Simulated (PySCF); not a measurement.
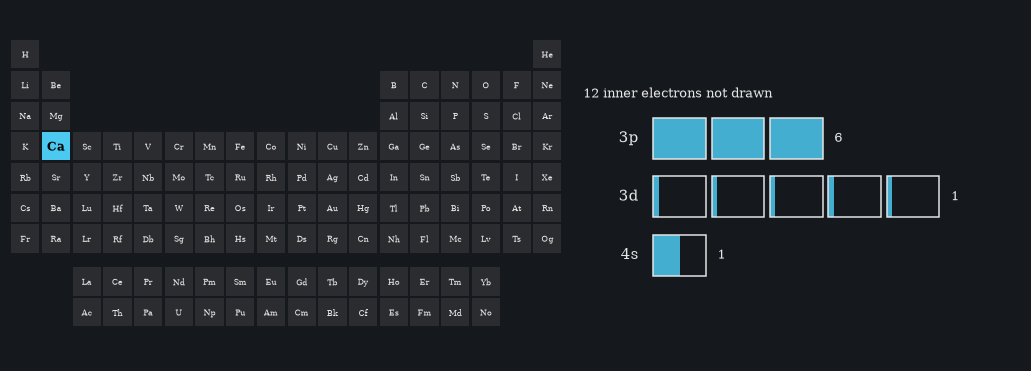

*Left, the place of calcium in the periodic table; right, the outer shells of the nominal configuration: a box for each of the 2l + 1 orbitals, shaded by the share of the shell that is filled, with the electron count at the right.*

**Run report: Ca, atomic calculation**

- system: Ca, configuration 1s2 2s2 2p6 3s2 3p6 3d1 4s1, multiplicity 1.
- method: unrestricted CCSD(T), aug-cc-pwCVTZ-X2C plus 1 even-tempered diffuse shell per l, spin-free X2C-1e, Gaussian nucleus (PySCF)

## Input file
```python
from pyscf import gto, scf, dft, mp, cc
import basis_set_exchange as bse
mol = gto.M(atom="Ca 0 0 0", charge=0, spin=0, symmetry="D2h",
            basis=gto.basis.parse(bse.get_basis("aug-cc-pwCVTZ-X2C", elements=["Ca"], fmt="nwchem", augment_diffuse=1)),
            nucmod="G")
mf = scf.UHF(mol).sfx2c1e()
mf.irrep_nelec = {'Ag': (3, 4), 'B1g': (1, 0), 'B1u': (2, 2), 'B2u': (2, 2), 'B3u': (2, 2)}
mf.kernel()
mycc = cc.CCSD(mf, frozen=9).run()
mycc.ccsd_t()
```

The script is an equivalent of what the driver set up; the driver started from orbitals of its own, so the log can be shorter than this script's would be, and it computed the properties (radii, ⟨L²⟩, response) afterwards. It held the occupations shell by shell, which the script's counts by irreducible representation don't always enforce.

## The program's output (extracts)
```
CC2 = 0
CCSD nocc = (np.int64(1), np.int64(1)), nmo = (91, 91)
frozen orbitals [[0, 1, 2, 3, 4, 5, 6, 7, 8], [0, 1, 2, 3, 4, 5, 6, 7, 8]]
max_cycle = 100
direct = 0
conv_tol = 1e-08
conv_tol_normt = 1e-06
diis_space = 8
diis_start_cycle = 0
Init t2, MP2 energy = -0.00996362068279125
Init E_corr(UCCSD) = -0.00996362069300448
cycle = 1  E_corr(UCCSD) = -0.0134461350804897  dE = -0.00348251439  norm(t1,t2) = 0.0597041
cycle = 2  E_corr(UCCSD) = -0.0152635211273536  dE = -0.00181738605  norm(t1,t2) = 0.0419301
cycle = 3  E_corr(UCCSD) = -0.0190402197107704  dE = -0.00377669858  norm(t1,t2) = 0.0316883
cycle = 4  E_corr(UCCSD) = -0.0191894743053188  dE = -0.000149254595  norm(t1,t2) = 0.0103321
cycle = 5  E_corr(UCCSD) = -0.0195748145632355  dE = -0.000385340258  norm(t1,t2) = 0.00453985
cycle = 6  E_corr(UCCSD) = -0.0194280656675454  dE = 0.000146748896  norm(t1,t2) = 0.00289759
cycle = 7  E_corr(UCCSD) = -0.019501757549916  dE = -7.36918824e-05  norm(t1,t2) = 0.00216418
cycle = 8  E_corr(UCCSD) = -0.019516373713476  dE = -1.46161636e-05  norm(t1,t2) = 0.00189463
cycle = 9  E_corr(UCCSD) = -0.0195083276789165  dE = 8.04603456e-06  norm(t1,t2) = 0.00180344
cycle = 10  E_corr(UCCSD) = -0.019523670763899  dE = -1.5343085e-05  norm(t1,t2) = 0.00176307
cycle = 11  E_corr(UCCSD) = -0.0195367461373493  dE = -1.30753735e-05  norm(t1,t2) = 0.00172222
cycle = 12  E_corr(UCCSD) = -0.0195880279370428  dE = -5.12817997e-05  norm(t1,t2) = 0.00161892
cycle = 13  E_corr(UCCSD) = -0.019661886423272  dE = -7.38584862e-05  norm(t1,t2) = 0.00132738
cycle = 14  E_corr(UCCSD) = -0.0197258580093199  dE = -6.3971586e-05  norm(t1,t2) = 0.000831143
cycle = 15  E_corr(UCCSD) = -0.0197441070143887  dE = -1.82490051e-05  norm(t1,t2) = 0.000391359
cycle = 16  E_corr(UCCSD) = -0.0197448222765307  dE = -7.15262142e-07  norm(t1,t2) = 0.000181231
cycle = 17  E_corr(UCCSD) = -0.0197434574885672  dE = 1.36478796e-06  norm(t1,t2) = 0.000108011
cycle = 18  E_corr(UCCSD) = -0.0197427689328497  dE = 6.88555717e-07  norm(t1,t2) = 5.82184e-05
cycle = 19  E_corr(UCCSD) = -0.0197428678209807  dE = -9.8888131e-08  norm(t1,t2) = 5.08795e-05
cycle = 20  E_corr(UCCSD) = -0.0197428156253972  dE = 5.21955835e-08  norm(t1,t2) = 5.89476e-05
cycle = 21  E_corr(UCCSD) = -0.0197430209348769  dE = -2.0530948e-07  norm(t1,t2) = 3.26694e-05
cycle = 22  E_corr(UCCSD) = -0.0197430694977954  dE = -4.85629184e-08  norm(t1,t2) = 1.61911e-05
cycle = 23  E_corr(UCCSD) = -0.0197429167925891  dE = 1.52705206e-07  norm(t1,t2) = 7.77192e-06
cycle = 24  E_corr(UCCSD) = -0.0197427613497652  dE = 1.55442824e-07  norm(t1,t2) = 4.60895e-06
cycle = 25  E_corr(UCCSD) = -0.0197426675789535  dE = 9.37708117e-08  norm(t1,t2) = 2.91913e-06
cycle = 26  E_corr(UCCSD) = -0.0197426305028866  dE = 3.70760669e-08  norm(t1,t2) = 2.12377e-06
cycle = 27  E_corr(UCCSD) = -0.0197426200194894  dE = 1.04833972e-08  norm(t1,t2) = 1.81802e-06
cycle = 28  E_corr(UCCSD) = -0.0197426177257348  dE = 2.29375463e-09  norm(t1,t2) = 1.76527e-06
cycle = 29  E_corr(UCCSD) = -0.0197426185990126  dE = -8.73277776e-10  norm(t1,t2) = 1.79346e-06
cycle = 30  E_corr(UCCSD) = -0.0197426177293378  dE = 8.69674791e-10  norm(t1,t2) = 1.79111e-06
cycle = 31  E_corr(UCCSD) = -0.0197426174536826  dE = 2.75655131e-10  norm(t1,t2) = 1.79038e-06
cycle = 32  E_corr(UCCSD) = -0.0197426164019228  dE = 1.05175981e-09  norm(t1,t2) = 1.79128e-06
cycle = 33  E_corr(UCCSD) = -0.0197426117742103  dE = 4.62771256e-09  norm(t1,t2) = 1.79529e-06
cycle = 34  E_corr(UCCSD) = -0.019742616032234  dE = -4.25802368e-09  norm(t1,t2) = 1.80531e-06
cycle = 35  E_corr(UCCSD) = -0.019742617043085  dE = -1.01085106e-09  norm(t1,t2) = 1.81821e-06
cycle = 36  E_corr(UCCSD) = -0.019742610021559  dE = 7.02152604e-09  norm(t1,t2) = 1.72451e-06
cycle = 37  E_corr(UCCSD) = -0.0197426049388663  dE = 5.08269271e-09  norm(t1,t2) = 1.68905e-06
cycle = 38  E_corr(UCCSD) = -0.0197426081198706  dE = -3.18100436e-09  norm(t1,t2) = 1.72557e-06
cycle = 39  E_corr(UCCSD) = -0.0197426082639599  dE = -1.44089289e-10  norm(t1,t2) = 1.67514e-06
cycle = 40  E_corr(UCCSD) = -0.0197426077773288  dE = 4.86631103e-10  norm(t1,t2) = 1.64875e-06
cycle = 41  E_corr(UCCSD) = -0.0197426058528354  dE = 1.9244934e-09  norm(t1,t2) = 1.60963e-06
cycle = 42  E_corr(UCCSD) = -0.0197426026985926  dE = 3.15424283e-09  norm(t1,t2) = 1.56264e-06
cycle = 43  E_corr(UCCSD) = -0.0197425990407969  dE = 3.65779566e-09  norm(t1,t2) = 1.52772e-06
cycle = 44  E_corr(UCCSD) = -0.019742592612122  dE = 6.42867496e-09  norm(t1,t2) = 1.5052e-06
cycle = 45  E_corr(UCCSD) = -0.0197425893549637  dE = 3.25715826e-09  norm(t1,t2) = 1.48804e-06
cycle = 46  E_corr(UCCSD) = -0.0197425903879695  dE = -1.03300578e-09  norm(t1,t2) = 1.48514e-06
cycle = 47  E_corr(UCCSD) = -0.0197425902583029  dE = 1.29666534e-10  norm(t1,t2) = 1.47771e-06
cycle = 48  E_corr(UCCSD) = -0.0197425898845861  dE = 3.73716828e-10  norm(t1,t2) = 1.47268e-06
cycle = 49  E_corr(UCCSD) = -0.0197425893056697  dE = 5.78916394e-10  norm(t1,t2) = 1.46617e-06
cycle = 50  E_corr(UCCSD) = -0.0197425895950888  dE = -2.89419072e-10  norm(t1,t2) = 1.45651e-06
cycle = 51  E_corr(UCCSD) = -0.0197425894231201  dE = 1.71968707e-10  norm(t1,t2) = 1.4401e-06
cycle = 52  E_corr(UCCSD) = -0.0197425884630577  dE = 9.60062339e-10  norm(t1,t2) = 1.43364e-06
cycle = 53  E_corr(UCCSD) = -0.0197425892450516  dE = -7.81993886e-10  norm(t1,t2) = 1.43478e-06
cycle = 54  E_corr(UCCSD) = -0.0197425892961027  dE = -5.10511147e-11  norm(t1,t2) = 1.43273e-06
cycle = 55  E_corr(UCCSD) = -0.0197425894058719  dE = -1.09769121e-10  norm(t1,t2) = 1.4329e-06
cycle = 56  E_corr(UCCSD) = -0.0197425895315321  dE = -1.25660229e-10  norm(t1,t2) = 1.4349e-06
cycle = 57  E_corr(UCCSD) = -0.01974258963585  dE = -1.04317912e-10  norm(t1,t2) = 1.43425e-06
cycle = 58  E_corr(UCCSD) = -0.0197425896341189  dE = 1.73112913e-12  norm(t1,t2) = 1.4358e-06
cycle = 59  E_corr(UCCSD) = -0.0197425895415637  dE = 9.25551996e-11  norm(t1,t2) = 1.43459e-06
cycle = 60  E_corr(UCCSD) = -0.019742589804394  dE = -2.62830351e-10  norm(t1,t2) = 1.4325e-06
cycle = 61  E_corr(UCCSD) = -0.0197425899843045  dE = -1.7991051e-10  norm(t1,t2) = 1.43893e-06
cycle = 62  E_corr(UCCSD) = -0.0197425901085341  dE = -1.24229575e-10  norm(t1,t2) = 1.4403e-06
cycle = 63  E_corr(UCCSD) = -0.0197425902357072  dE = -1.2717313e-10  norm(t1,t2) = 1.44274e-06
cycle = 64  E_corr(UCCSD) = -0.019742589162134  dE = 1.07357327e-09  norm(t1,t2) = 1.44549e-06
cycle = 65  E_corr(UCCSD) = -0.0197425891543017  dE = 7.83229384e-12  norm(t1,t2) = 1.42703e-06
cycle = 66  E_corr(UCCSD) = -0.0197425893013178  dE = -1.47016125e-10  norm(t1,t2) = 1.42524e-06
cycle = 67  E_corr(UCCSD) = -0.0197425895614447  dE = -2.60126903e-10  norm(t1,t2) = 1.42693e-06
cycle = 68  E_corr(UCCSD) = -0.0197425898396222  dE = -2.7817746e-10  norm(t1,t2) = 1.43077e-06
cycle = 69  E_corr(UCCSD) = -0.0197425900433458  dE = -2.03723659e-10  norm(t1,t2) = 1.43456e-06
cycle = 70  E_corr(UCCSD) = -0.01974258890983  dE = 1.13351586e-09  norm(t1,t2) = 1.43712e-06
cycle = 71  E_corr(UCCSD) = -0.0197425887150155  dE = 1.94814442e-10  norm(t1,t2) = 1.4215e-06
cycle = 72  E_corr(UCCSD) = -0.0197425888831956  dE = -1.6818006e-10  norm(t1,t2) = 1.41843e-06
cycle = 73  E_corr(UCCSD) = -0.019742588639109  dE = 2.44086577e-10  norm(t1,t2) = 1.41744e-06
cycle = 74  E_corr(UCCSD) = -0.0197425886369097  dE = 2.19930324e-12  norm(t1,t2) = 1.41177e-06
cycle = 75  E_corr(UCCSD) = -0.0197425887942009  dE = -1.57291236e-10  norm(t1,t2) = 1.40856e-06
cycle = 76  E_corr(UCCSD) = -0.0197425889989285  dE = -2.04727579e-10  norm(t1,t2) = 1.40827e-06
cycle = 77  E_corr(UCCSD) = -0.0197425892524948  dE = -2.535663e-10  norm(t1,t2) = 1.40936e-06
cycle = 78  E_corr(UCCSD) = -0.0197425895712017  dE = -3.18706835e-10  norm(t1,t2) = 1.41152e-06
cycle = 79  E_corr(UCCSD) = -0.0197425896468089  dE = -7.56072496e-11  norm(t1,t2) = 1.4138e-06
cycle = 80  E_corr(UCCSD) = -0.0197425896878654  dE = -4.10564811e-11  norm(t1,t2) = 1.41366e-06
cycle = 81  E_corr(UCCSD) = -0.0197425893982417  dE = 2.89623669e-10  norm(t1,t2) = 1.41446e-06
cycle = 82  E_corr(UCCSD) = -0.0197425891059933  dE = 2.92248396e-10  norm(t1,t2) = 1.40999e-06
cycle = 83  E_corr(UCCSD) = -0.0197425900130061  dE = -9.07012795e-10  norm(t1,t2) = 1.4067e-06
cycle = 84  E_corr(UCCSD) = -0.0197425890826777  dE = 9.30328457e-10  norm(t1,t2) = 1.42137e-06
cycle = 85  E_corr(UCCSD) = -0.0197425893070867  dE = -2.24409082e-10  norm(t1,t2) = 1.40217e-06
cycle = 86  E_corr(UCCSD) = -0.0197425896481461  dE = -3.41059358e-10  norm(t1,t2) = 1.39979e-06
cycle = 87  E_corr(UCCSD) = -0.0197425899915769  dE = -3.43430843e-10  norm(t1,t2) = 1.39982e-06
cycle = 88  E_corr(UCCSD) = -0.0197425902758024  dE = -2.84225456e-10  norm(t1,t2) = 1.40112e-06
cycle = 89  E_corr(UCCSD) = -0.0197425904710025  dE = -1.95200127e-10  norm(t1,t2) = 1.40251e-06
cycle = 90  E_corr(UCCSD) = -0.019742590609552  dE = -1.38549467e-10  norm(t1,t2) = 1.4035e-06
cycle = 91  E_corr(UCCSD) = -0.019742590767206  dE
```

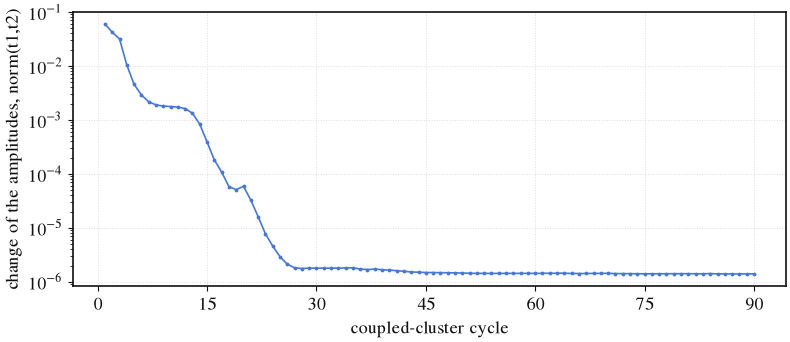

*Convergence: change of the amplitudes, norm(t1,t2) against the coupled-cluster cycle.*

The residual stalls around 10⁻⁶ from about step 26 on. It goes from 0.060 to 1.4×10⁻⁶ in 90 steps.

## Outcome

| quantity | value |
| --- | --- |
| outcome | not converged |
| CCSD correlation | −0.019743 hartree |
| T1 diagnostic | 0.057 |
| hardware | 1 CPU thread, shared host |
| CPU time | 82 s (integrals apart) |

## What went wrong

The run did not meet its convergence test, so its last values are not results. This is not the ground configuration of the species. Caveats: T1 above 0.03; largest double amplitude above 0.15.
